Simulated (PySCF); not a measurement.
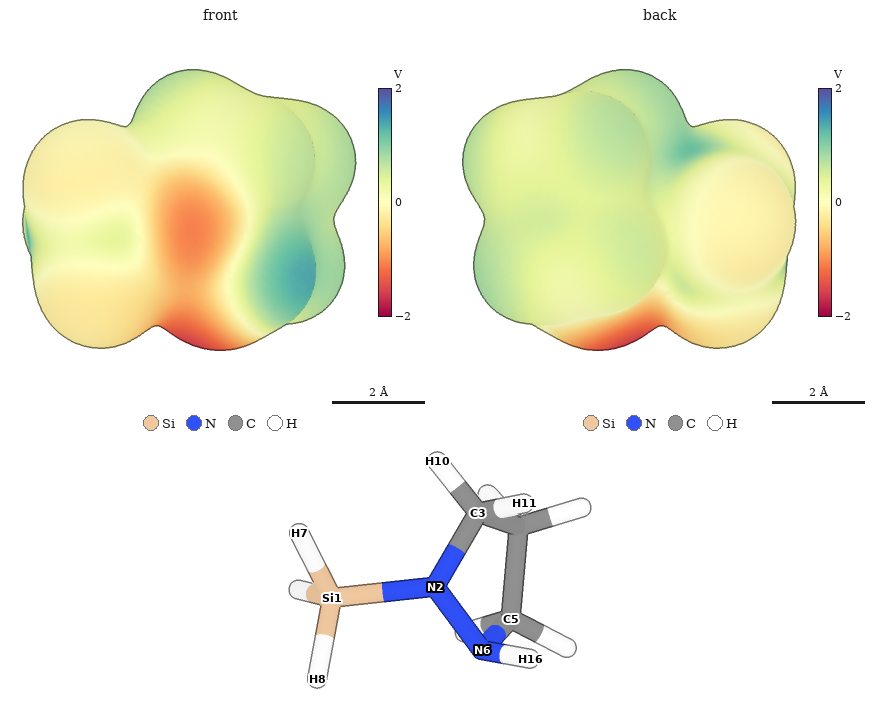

*C3H10N2Si (SMILES [SiH3]N1CCCN1). The electrostatic potential painted on the density surface at 0.002 e/bohr³, seen from the front and from behind; the colour scale runs from red (negative) to blue (positive). The bare structure is drawn below in the same view.*

Geometry: GFN2-xTB.

The calculation used B3LYP/def2-SVPD, SCF density, gas phase (PySCF 2.14.0).

```yaml
atoms:
  - { symbol: Si, position_ang: [2.0711, -0.2618, 0.5856] }
  - { symbol: N, position_ang: [0.7723, 0.1741, -0.4658] }
  - { symbol: C, position_ang: [-0.1953, 1.2174, -0.1780] }
  - { symbol: C, position_ang: [-1.4745, 0.4690, 0.2464] }
  - { symbol: C, position_ang: [-1.1790, -0.9817, -0.2025] }
  - { symbol: N, position_ang: [0.0386, -0.9156, -1.0064] }
  - { symbol: H, position_ang: [2.7748, 1.0028, 0.8087] }
  - { symbol: H, position_ang: [2.8207, -1.2439, -0.1851] }
  - { symbol: H, position_ang: [1.7030, -0.8219, 1.8975] }
  - { symbol: H, position_ang: [0.1810, 1.8922, 0.5869] }
  - { symbol: H, position_ang: [-0.3786, 1.7933, -1.0958] }
  - { symbol: H, position_ang: [-2.3551, 0.8746, -0.2497] }
  - { symbol: H, position_ang: [-1.6272, 0.5213, 1.3227] }
  - { symbol: H, position_ang: [-1.9920, -1.4315, -0.7712] }
  - { symbol: H, position_ang: [-0.9634, -1.6124, 0.6641] }
  - { symbol: H, position_ang: [-0.2040, -0.6668, -1.9687] }
```

Describe the electrostatic potential map.

Answer. The most negative region (about −1.5 V, or −35 kcal/mol for a unit charge) lies over N6, the most positive (about +1.3 V, or +30 kcal/mol for a unit charge) over Si1 and H16. N6 is the likeliest acceptor of a hydrogen bond.
